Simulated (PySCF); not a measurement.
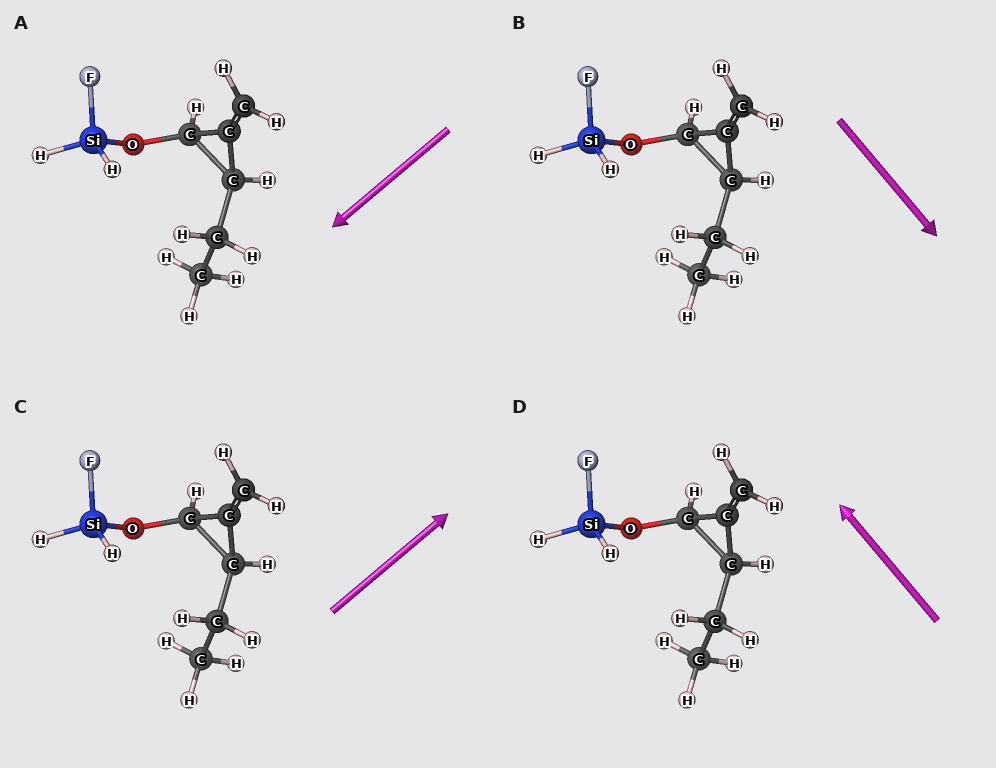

The same molecule four times, each with an arrow. Computed geometry: GFN2-xTB optimisation. No frequency run is at hand to confirm it as a minimum. Method: PBE0/pcSseg-1, gas phase (PySCF 2.14.0).

Which arrow points along the dipole moment, from the negative to the positive end?

B. The dipole moment is 2.05 D.

The geometry is semi-empirical. Around Si such bond lengths and angles can be off by a tenth of an ångström or more and by several degrees, and values that hang on the shape move with them.
